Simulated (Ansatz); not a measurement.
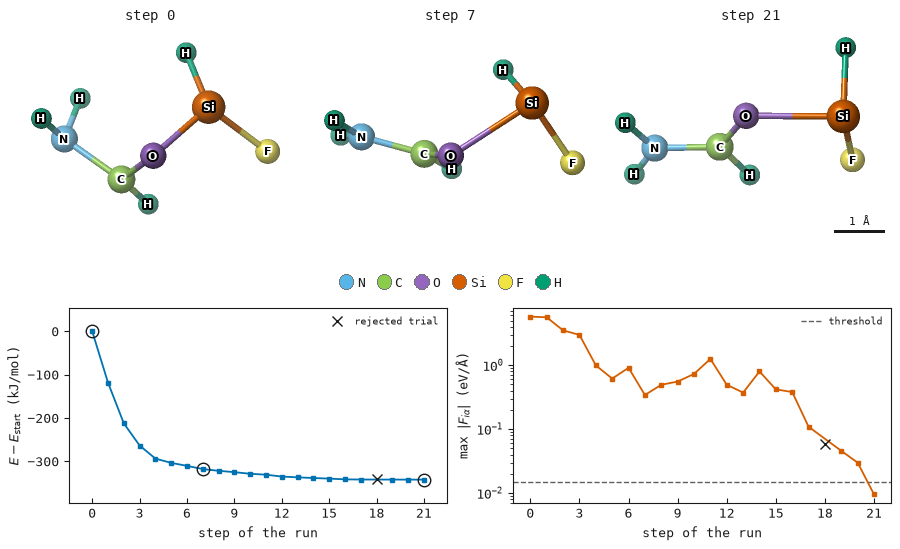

Frames of a relaxation of CH4FNOSi, marked on the history of the run. Style: ball-and-stick. Shown face on.

The run prepares an end point of a later path (inversion) calculation, from a guessed geometry.

All numbers below come from Ansatz, RKS BHLYP/def2-SVP. Set-up: no spin polarisation; force threshold 0.015 eV/Å; at most 40 steps.

Describe the path.

Answer. The energy falls by 341.8 kJ/mol in 20 accepted moves (21 points after the start). Largest force component: 5.7 eV/Å at the start, 0.0095 eV/Å at the end. The line search rejected the trial step at point 18 of the run. The atom that moves furthest after the best rigid fit is an H atom (1.79 Å). Largest moves by element: H 1.79 Å, O 0.91 Å, Si 0.84 Å, C 0.69 Å, F 0.41 Å, N 0.27 Å. Some distances before and after: C–Si 2.372 → 2.853 Å, O–Si 1.567 → 1.989 Å, C–N 1.466 → 1.322 Å, C–O 1.370 → 1.226 Å. Bond angles that change, for instance: O–Si–H 115.7° → 87.7°, O–Si–F 108.5° → 88.5°, C–O–Si 107.6° → 123.3°. Groups turn about O–Si by about 60°. The run took 3.7 min on 1 thread of Intel(R) Xeon(R) Processor @ 2.50GHz (Skylake/Cascade Lake), with other jobs on the host, peak memory 0.2 GiB. From step 0 to 7: an H atom moves most (1.12 Å), energy −317.4 kJ/mol. From step 7 to 21: an H atom moves most (1.25 Å), energy −24.4 kJ/mol.

```json
{"step": "0", "E − E(0), kJ/mol": "0.00", "largest force component, eV/Å": "5.7470", "note": ""}
{"step": "1", "E − E(0), kJ/mol": "-118.27", "largest force component, eV/Å": "5.6114", "note": ""}
{"step": "2", "E − E(0), kJ/mol": "-212.10", "largest force component, eV/Å": "3.5053", "note": ""}
{"step": "3", "E − E(0), kJ/mol": "-263.14", "largest force component, eV/Å": "2.9778", "note": ""}
{"step": "4", "E − E(0), kJ/mol": "-293.33", "largest force component, eV/Å": "0.9947", "note": ""}
{"step": "5", "E − E(0), kJ/mol": "-303.19", "largest force component, eV/Å": "0.6166", "note": ""}
{"step": "6", "E − E(0), kJ/mol": "-310.09", "largest force component, eV/Å": "0.9097", "note": ""}
{"step": "7", "E − E(0), kJ/mol": "-317.45", "largest force component, eV/Å": "0.3414", "note": ""}
{"step": "8", "E − E(0), kJ/mol": "-321.50", "largest force component, eV/Å": "0.4936", "note": ""}
{"step": "9", "E − E(0), kJ/mol": "-324.61", "largest force component, eV/Å": "0.5543", "note": ""}
{"step": "10", "E − E(0), kJ/mol": "-328.35", "largest force component, eV/Å": "0.7293", "note": ""}
{"step": "11", "E − E(0), kJ/mol": "-330.41", "largest force component, eV/Å": "1.2520", "note": ""}
{"step": "12", "E − E(0), kJ/mol": "-334.76", "largest force component, eV/Å": "0.4940", "note": ""}
{"step": "13", "E − E(0), kJ/mol": "-336.54", "largest force component, eV/Å": "0.3727", "note": ""}
{"step": "14", "E − E(0), kJ/mol": "-338.11", "largest force component, eV/Å": "0.7973", "note": ""}
{"step": "15", "E − E(0), kJ/mol": "-339.46", "largest force component, eV/Å": "0.4178", "note": ""}
{"step": "16", "E − E(0), kJ/mol": "-341.24", "largest force component, eV/Å": "0.3802", "note": ""}
{"step": "17", "E − E(0), kJ/mol": "-341.59", "largest force component, eV/Å": "0.1087", "note": ""}
{"step": "18", "E − E(0), kJ/mol": "-341.53", "largest force component, eV/Å": "0.0583", "note": "rejected"}
{"step": "19", "E − E(0), kJ/mol": "-341.75", "largest force component, eV/Å": "0.0456", "note": ""}
{"step": "20", "E − E(0), kJ/mol": "-341.79", "largest force component, eV/Å": "0.0298", "note": ""}
{"step": "21", "E − E(0), kJ/mol": "-341.82", "largest force component, eV/Å": "0.0095", "note": ""}
```
